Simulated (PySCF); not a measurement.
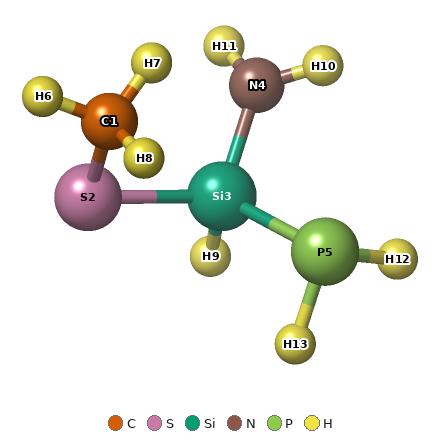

CH₈NPSSi, SMILES CS[Si@@H](N)P. Vertical core-electron binding energies by ΔSCF (B3LYP, pcX-2 on the ionised atom, pcseg-1 elsewhere, spin-free X2C; PySCF, at a PBE0-D3(BJ)/def2-SVP geometry (no frequency check)), gas phase, against the vacuum level. One atom of each kind was ionised; within a panel, areas follow the number of like atoms and 2j + 1 (2p levels are split by first-order spin-orbit coupling, an approximation), Gaussians of 0.4 eV full width. Only the regions named are shown.

Predict the S 2p photoelectron lines.

```csv
level,atoms,binding energy (eV)
S 2p1/2,S2,169.5
S 2p3/2,S2,168.2
```

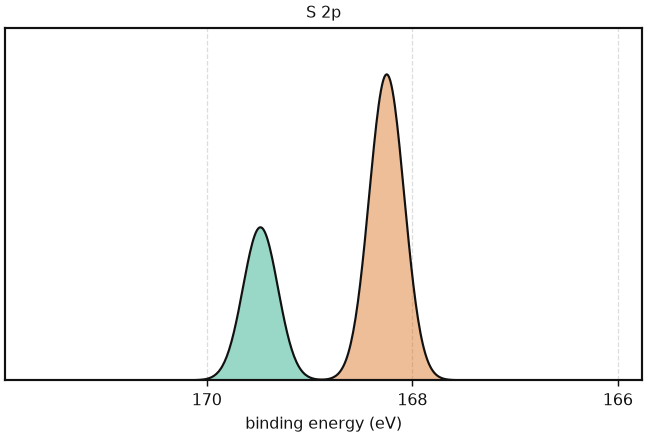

Caveats: one conformer of a flexible molecule.
